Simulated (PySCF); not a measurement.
Al(Et)(OMe)(OEt), C₅H₁₃AlO₂, SMILES CC[O][Al]([CH2]C)[O]C at its GFN2-xTB optimised geometry (Å):

```
21

Al    -0.6534    -0.6181     0.0000
C      1.3617    -0.6181     0.0000
C      2.0018     0.7612    -0.1285
H      1.7096    -1.2672    -0.8077
H      1.7035    -1.0970     0.9219
H      1.6639     1.4193     0.6690
H      1.7381     1.2230    -1.0772
H      3.0893     0.6899    -0.0736
O     -1.3500    -2.1170     0.0276
C     -1.9723    -3.3655     0.0472
H     -1.7297    -3.8884     0.9762
H     -3.0574    -3.2537    -0.0210
H     -1.6261    -3.9678    -0.7972
O     -1.4722     0.8157     0.0000
C     -2.0546     2.0812    -0.0745
C     -1.2811     2.9939    -1.0186
H     -3.0893     1.9788    -0.4258
H     -2.0745     2.5207     0.9309
H     -1.2498     2.5533    -2.0126
H     -1.7610     3.9678    -1.0745
H     -0.2616     3.1169    -0.6618
```

Method: B3LYP/def2-SVP run with PySCF.

Map of the electrostatic potential (hartree/e), clipped to [-0.08, 0.12] on the plane z = 1.0 Å:

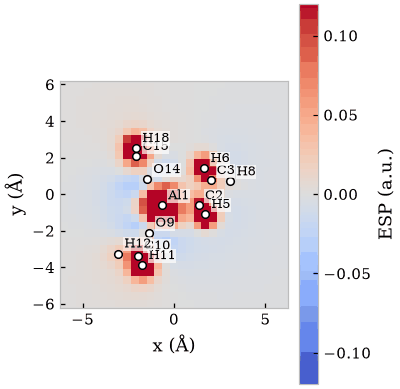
Figure. Electrostatic potential (hartree/e), clipped to [-0.08, 0.12] on the plane z = 1.0 Å.
